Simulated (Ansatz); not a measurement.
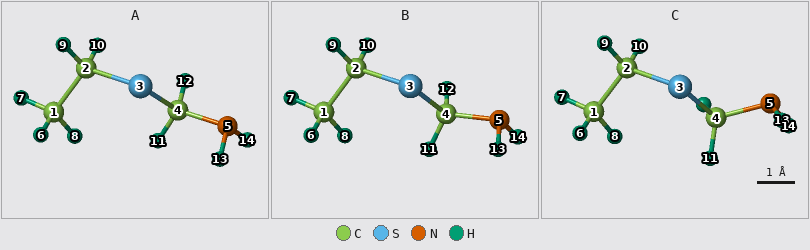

3 geometries from a converged minimum-energy path of C₃H₉NS, shuffled. The picture is a ball-and-stick view, seen face on.

All numbers below come from Ansatz 0.2.0, RKS B3LYP-D4/STO-3G. Settings: 9 movable images; climbing image; force threshold 0.05 eV/Å; iteration limit 46; starting path through a guess of the saddle point.

Q: Which of them lies highest in energy?

A: C. In order along the path, whose images run from 0 to 10: C (image 6, +3.95 kcal/mol), B (image 8, +3.53 kcal/mol), A (image 9, +3.34 kcal/mol). The motion is a rotation about the S3–C4 bond by about 130°. No bond forms or breaks between the ends. Bond angles that change up to the highest image, for instance: S3–C4–H11 106.8° → 110.5°, S3–C2–H10 107.9° → 110.3°.

Limits of the set-up: STO-3G is a minimal basis, so the numbers are rough.
